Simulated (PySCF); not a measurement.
# C3H8S2SeSi: the cost of one run

Computed with PySCF 2.14.0 and routines of our own; the level stands in each step. Atoms count from 0.

## Step 1: The starting structure

15 atoms, charge 0, multiplicity 1; geometry from: GFN2-xTB.

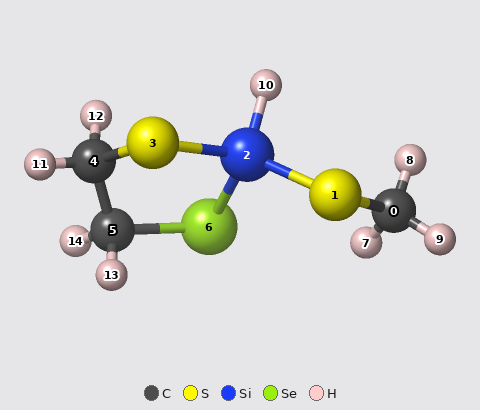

The starting geometry (carbon dark grey, sulfur yellow, silicon blue, selenium green, hydrogen pink).

## Step 2: Vibronic structure: TDDFT PBE/def2-SVP

What the job is given:

```
{"job": {"kind": "vib", "xc": "PBE", "basis": "def2-SVP", "tda": false}, "charge": 0, "multiplicity": 1}
C      3.200282    -0.196071     0.342737
S      2.058527    -1.474825     0.942064
Si     0.285869    -0.294650     0.827712
S     -1.492013    -1.441092     1.129863
C     -2.488837    -0.377583     0.036396
C     -1.850859    -0.214994    -1.321881
Se    -0.098535     0.687228    -1.201709
H      2.833600     0.211910    -0.596659
H      3.291348     0.587744     1.087680
H      4.159897    -0.677157     0.188899
H      0.340480     0.765228     1.837826
H     -3.455058    -0.873205    -0.061019
H     -2.630944     0.583233     0.532879
H     -1.683368    -1.183930    -1.795272
H     -2.474802     0.400498    -1.971428
```

Level: TDDFT PBE/def2-SVP vertical-gradient vibronic structure (displaced harmonic oscillators, Condon), gas phase.

Started as:

```
OMP_NUM_THREADS=1 python excited_run.py task.json out
```

The driver reads the jobs from task.json and runs them one after another.

**Question.** How long does this first job take on 1 thread of AMD EPYC, shared host, and how much memory does it need?

About 1.8 min, with a peak of 0.88 GiB.
